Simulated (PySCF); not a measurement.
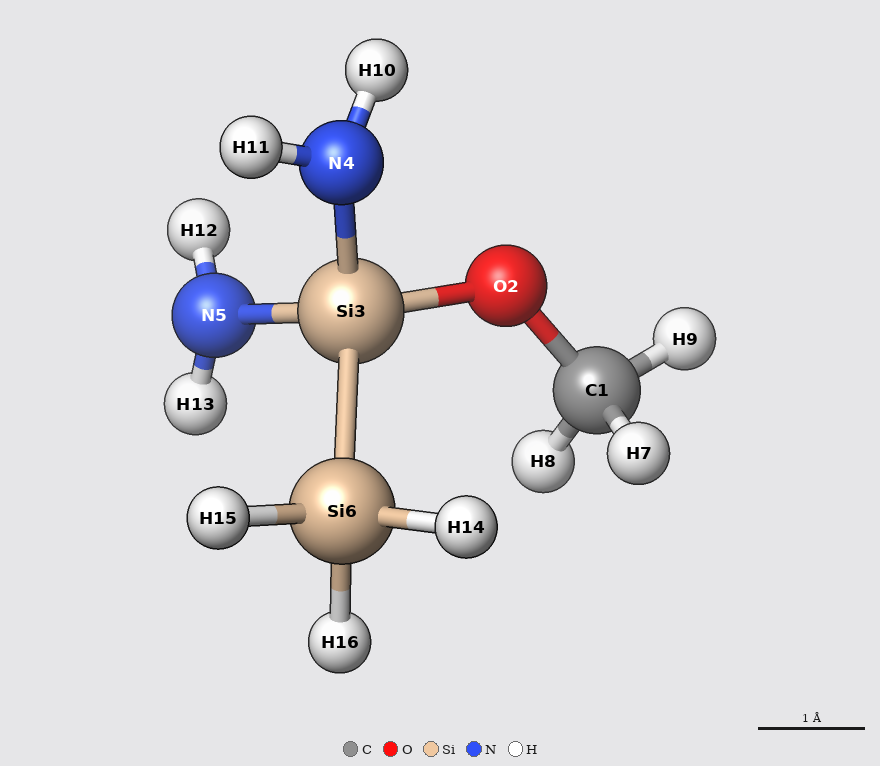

Geometry: an image of a reaction path computed with GFN2-xTB, not a minimum.

Give the bond lengths.

| bond | length (Å) | order |
| --- | --- | --- |
| C1–O2 | 1.391 | single |
| C1–H7 | 1.094 | single |
| C1–H8 | 1.095 | single |
| C1–H9 | 1.091 | single |
| O2–Si3 | 1.645 | single |
| Si3–N4 | 1.723 | single |
| Si3–N5 | 1.741 | single |
| Si3–Si6 | 2.290 | single |
| N4–H10 | 1.007 | single |
| N4–H11 | 1.005 | single |
| N5–H12 | 1.009 | single |
| N5–H13 | 1.007 | single |
| Si6–H14 | 1.469 | single |
| Si6–H15 | 1.466 | single |
| Si6–H16 | 1.473 | single |
